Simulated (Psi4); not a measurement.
# B3LYP/6-31G(d) (spherical functions) run of C3H6F2 (1,3-difluoropropane)

What is the energy change on altering one bond length of C3H6F2 (1,3-difluoropropane) at B3LYP/6-31G* (spherical functions)? 

The results are computed with Psi4 1.11.

2 further runs of the same task are left out: 2 set aside as unsound or not needed.

### Step 1. The system as given

C3H6F2: 11 atoms, total charge 0, spin state singlet. As SMILES, `FCCCF`. Geometry: relaxed at PBE0-D4/def2-TZVP. This is one conformer, not always the lowest.

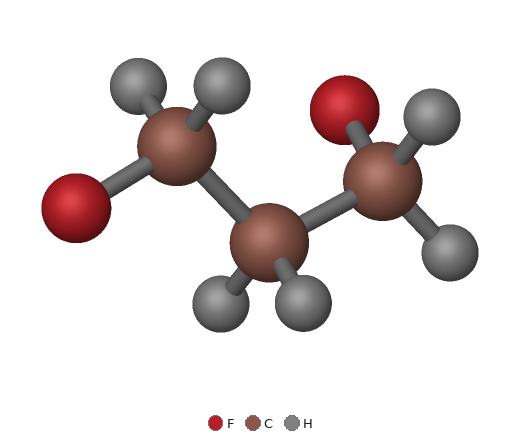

The structure, seen from a chosen angle (fluorine red, carbon brown, hydrogen grey).

### Step 2. Energy and forces at B3LYP/6-31G(d) (spherical functions)

File c3h6f2.xyz:

```xyz
11
C3H6F2
F     -1.964400     1.432700    -0.107100
C     -0.715300     1.000700     0.300600
C     -0.375000    -0.298800    -0.387800
C      0.967500    -0.838200     0.034700
F      1.975600     0.040200    -0.331200
H     -0.744500     0.875300     1.388600
H      0.008000     1.781800     0.054100
H     -0.388200    -0.154300    -1.471600
H     -1.138100    -1.046200    -0.147100
H      1.026200    -0.968100     1.120800
H      1.173400    -1.798000    -0.445900
```

File job.py:

```python
import psi4

psi4.set_memory('1600 MB')
psi4.set_num_threads(1)
psi4.set_output_file('run.log', False)

with open('c3h6f2.xyz') as f:
    atoms = ''.join(f.readlines()[2:])
m = psi4.geometry('0 1\n' + atoms + 'symmetry c1')

psi4.set_options({
    'puream': True,
    'e_convergence': 1e-09,
    'd_convergence': 1e-08,
    'scf_type': 'pk',
    'dft_radial_points': 99,
    'dft_spherical_points': 590,
})

e_tot, wfn = psi4.gradient('b3lyp/6-31G*', return_wfn=True)
psi4.oeprop(wfn, 'DIPOLE', 'LOWDIN_CHARGES', 'WIBERG_LOWDIN_INDICES', title='B3LYP')
print('gradient / Eh bohr^-1')
print(e_tot.np.round(6))
print(f'energy = {wfn.energy():.10f} Eh')
```

Command:

```sh
python job.py
```

run.log:

```text
[...]
  Running in c1 symmetry.
[...]
  Nuclear repulsion =  184.503528916065250
[...]
  Multiplicity = 1
[...]
  Nalpha       = 21
  Nbeta        = 21
[...]
    Number of basis functions: 82
[...]
   @RKS iter   1:  -317.40430120525031   -3.84552e-01   7.45184e-03 ADIIS/DIIS
[...]
   @RKS iter  11:  -317.59097224840974   -2.16005e-12   5.23720e-09 DIIS
[...]
    Orbital Energies [Eh]
    ---------------------
    Doubly Occupied:
       1A    -24.668965     2A    -24.662067     3A    -10.259264
       4A    -10.251145     5A    -10.188955     6A     -1.183275
       7A     -1.176752     8A     -0.800533     9A     -0.688517
      10A     -0.611269    11A     -0.514021    12A     -0.506135
      13A     -0.485964    14A     -0.476034    15A     -0.447078
      16A     -0.424105    17A     -0.392165    18A     -0.353360
      19A     -0.335768    20A     -0.327217    21A     -0.317917
[...]
  @RKS Final Energy:  -317.59097224840974
   => Energetics <=
    Nuclear Repulsion Energy =            184.5035289160652496
    One-Electron Energy =                -803.0967459131968553
    Two-Electron Energy =                 332.9749209965762589
    DFT Exchange-Correlation Energy =     -31.9726762478544408
    Empirical Dispersion Energy =           0.0000000000000000
    VV10 Nonlocal Energy =                  0.0000000000000000
    Total Energy =                       -317.5909722484097415
[...]
  -Total Gradient:
     Atom            X                  Y                   Z
    ------   -----------------  -----------------  -----------------
       1        0.006432079802    -0.001587235777     0.002548012535
       2        0.000208168644    -0.004710962347    -0.002406622956
       3        0.001948835568     0.002755827665     0.001383843801
       4       -0.003668487882     0.004303199226    -0.001131968543
       5       -0.004221611597    -0.005570417564     0.001932499502
       6       -0.001428156882     0.000415114998    -0.002175105115
       7       -0.002723882617    -0.000286881980    -0.000166756544
       8        0.000243283867    -0.000343517630     0.001862224228
       9        0.002091793315     0.000865590192     0.000004084813
      10        0.000879777226     0.001397930519    -0.002068493478
      11        0.000249981573     0.002759593962     0.000221508385
[...]
 Multipole Moments:
 ------------------------------------------------------------------------------------
     Multipole            Electronic (a.u.)      Nuclear  (a.u.)        Total (a.u.)
 ------------------------------------------------------------------------------------
 L = 1.  Multiply by 2.5417464519 to convert [e a0] to [Debye]
 Dipole X            :          0.0916094           -0.0079578            0.0836516
 Dipole Y            :          3.1543849           -3.7858827           -0.6314979
 Dipole Z            :         -0.9997473            1.2759935            0.2762463
 Magnitude           :                                                    0.6943336
[...]
```

On the terminal:

```text
gradient / Eh bohr^-1
[[ 6.432e-03 -1.587e-03  2.548e-03]
 [ 2.080e-04 -4.711e-03 -2.407e-03]
 [ 1.949e-03  2.756e-03  1.384e-03]
 [-3.668e-03  4.303e-03 -1.132e-03]
 [-4.222e-03 -5.570e-03  1.932e-03]
 [-1.428e-03  4.150e-04 -2.175e-03]
 [-2.724e-03 -2.870e-04 -1.670e-04]
 [ 2.430e-04 -3.440e-04  1.862e-03]
 [ 2.092e-03  8.660e-04  4.000e-06]
 [ 8.800e-04  1.398e-03 -2.068e-03]
 [ 2.500e-04  2.760e-03  2.220e-04]]
energy = -317.5909722484 Eh
```

Run time: 17 s. Hardware: 1 thread of Intel Xeon 6975P-C (Granite Rapids), shared host; peak memory 0.95 GiB.

### Step 3. The distorted shape at the same level

File calc.dat:

```
memory 1600 mb

molecule mol {
  0 1
  F
  C 1 r2
  C 2 r3 1 a3
  C 3 r4 2 a4 1 d4
  F 4 r5 3 a5 2 d5
  H 2 r6 1 a6 3 d6
  H 2 r7 6 a7 1 d7
  H 3 r8 4 a8 5 d8
  H 3 r9 8 a9 4 d9
  H 4 r10 5 a10 3 d10
  H 4 r11 10 a11 5 d11

  r2 = 1.383146
  r3 = 1.7359
  a3 = 109.75872
  r4 = 1.507237
  a4 = 112.39969
  d4 = -178.91515
  r5 = 1.386267
  a5 = 110.30216
  d5 = -63.01855
  r6 = 1.095592
  a6 = 107.72206
  d6 = -121.11685
  r7 = 1.092722
  a7 = 108.87347
  d7 = 116.80696
  r8 = 1.09347
  a8 = 109.62604
  d8 = 59.14143
  r9 = 1.094927
  a9 = 107.43834
  d9 = -117.54186
  r10 = 1.095414
  a10 = 107.32996
  d10 = -121.77506
  r11 = 1.092972
  a11 = 108.76868
  d11 = 116.21199
  units angstrom
  symmetry c1
  no_reorient
  no_com
}

set {
  reference            rks
  puream               true
  e_convergence        1e-09
  d_convergence        1e-08
  scf_type             pk
  dft_radial_points    99
  dft_spherical_points 590
}

energy_value, wavefunction = gradient('b3lyp/6-31G*', return_wfn=True)
oeprop(wavefunction, 'MAYER_INDICES', 'WIBERG_LOWDIN_INDICES', 'MULLIKEN_CHARGES', title='B3LYP')
```

Command:

```sh
psi4 -n 1 calc.dat calc.out
```

calc.out, cut to the lines that bear on the results:

```text
[...]
  Running in c1 symmetry.
[...]
  Nuclear repulsion =  178.981999032342799
[...]
  Multiplicity = 1
[...]
  Nalpha       = 21
  Nbeta        = 21
[...]
    Number of basis functions: 82
[...]
   @RKS iter   1:  -317.40746262869425   -6.08946e-01   7.06450e-03 ADIIS/DIIS
[...]
   @RKS iter  11:  -317.57457051269665   -5.05906e-12   4.40606e-09 DIIS
[...]
    Orbital Energies [Eh]
    ---------------------
    Doubly Occupied:
       1A    -24.666450     2A    -24.665501     3A    -10.265042
       4A    -10.257476     5A    -10.199920     6A     -1.179826
       7A     -1.178240     8A     -0.775984     9A     -0.680291
      10A     -0.613687    11A     -0.502753    12A     -0.497992
      13A     -0.479496    14A     -0.474974    15A     -0.446505
      16A     -0.423027    17A     -0.394618    18A     -0.347860
      19A     -0.333378    20A     -0.331624    21A     -0.303492
[...]
  @RKS Final Energy:  -317.57457051269665
   => Energetics <=
    Nuclear Repulsion Energy =            178.9819990323427987
    One-Electron Energy =                -792.1688328443607361
    Two-Electron Energy =                 327.5206926170837392
    DFT Exchange-Correlation Energy =     -31.9084293177623799
    Empirical Dispersion Energy =           0.0000000000000000
    VV10 Nonlocal Energy =                  0.0000000000000000
    Total Energy =                       -317.5745705126966527
[...]
 Multipole Moments:
[...]
  -Total Gradient:
     Atom            X                  Y                   Z
    ------   -----------------  -----------------  -----------------
       1        0.000023350151     0.004260149572    -0.001833554884
       2       -0.000043359836     0.050033146334    -0.012077504536
       3        0.001504883036    -0.051119895240     0.018267624901
       4        0.000991768082    -0.004524266095    -0.000893124252
       5       -0.005871301685    -0.003296375841    -0.001815565733
       6        0.001803162307     0.004853654508    -0.003622757756
       7       -0.002168861964     0.005170380888    -0.003999363211
       8       -0.001904086634    -0.004559664358     0.002920780791
       9        0.001630346074    -0.004425842786     0.003853620692
      10        0.002665751265     0.000376857738    -0.000531146550
      11        0.001371022047     0.003228155230    -0.000272460623
[...]
```

Run time: 17 s. Hardware: 1 thread of Intel Xeon 6975P-C (Granite Rapids), shared host; peak memory 0.94 GiB.

### Step 4. What came out

Level: B3LYP/6-31G* (spherical functions).

```
                                                         quantity          value
                                        first shape: total energy  -317.59097 Eh
                                       first shape: dipole moment         1.76 D
                                         first shape: HOMO energy       -8.65 eV
                                         first shape: LUMO energy        2.31 eV
                                       first shape: HOMO–LUMO gap       10.97 eV
                            first shape: largest force on an atom     0.373 eV/Å
                                    distorted shape: total energy  -317.57457 Eh
                                   distorted shape: dipole moment         1.70 D
                                     distorted shape: HOMO energy       -8.26 eV
                                     distorted shape: LUMO energy        2.38 eV
                                   distorted shape: HOMO–LUMO gap       10.64 eV
                        distorted shape: largest force on an atom     2.793 eV/Å
energy change with the C2–C3 bond stretched from 1.509 to 1.736 Å       0.446 eV
```

With the C2–C3 bond stretched from 1.509 to 1.736 Å the energy rises by 0.45 eV (10.3 kcal/mol). The first shape isn't relaxed at this level, so the change isn't measured from a minimum. The largest force (first shape) is 0.37 eV/Å: the shape isn't a stationary point for this species at this level. Mulliken charges (distorted shape) run from -0.34 on C3 to +0.17 on H8; they depend strongly on the basis.
